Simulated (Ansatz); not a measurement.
```csv
atom,x (Å),y (Å),z (Å)
Si,-0.6765,0.1274,0.0884
Br,1.7934,-0.3782,-0.8711
H,0.1213,-0.1034,-1.2998
F,-0.3958,1.4148,0.9633
F,-0.8423,-1.0606,1.1193
```

A transition-state structure; geometry: PBE0-D4/def2-TZVP.

These are results of Ansatz 0.2.0, RKS PBE0-D4/def2-TZVPP, not measurements.

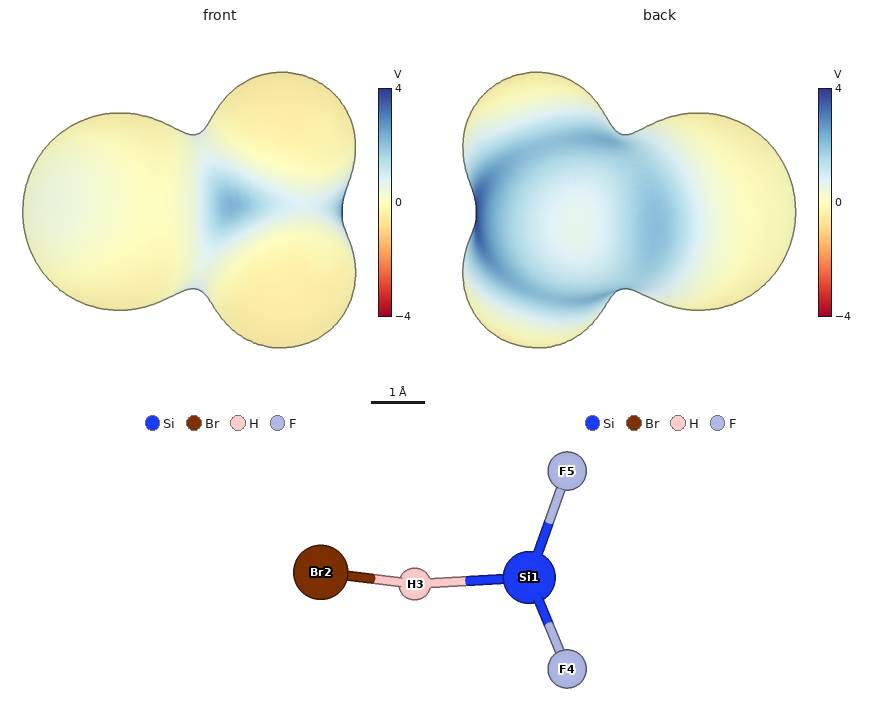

BrF₂HSi. The electrostatic potential painted on the density surface at 0.004 e/bohr³, seen from the front and from behind; the colour scale runs from red (negative) to blue (positive). The bare structure is drawn below in the same view.

Question: Describe the electrostatic potential map.

Answer: The most negative region (about −0.4 V, or −9 kcal/mol for a unit charge) lies over F4 and F5, the most positive (about +3.5 V, or +81 kcal/mol for a unit charge) over Si1. Br2 shows a σ-hole: about +0.4 V, or +9 kcal/mol for a unit charge at the tip opposite its bond, against about −0.1 V on its flanks.
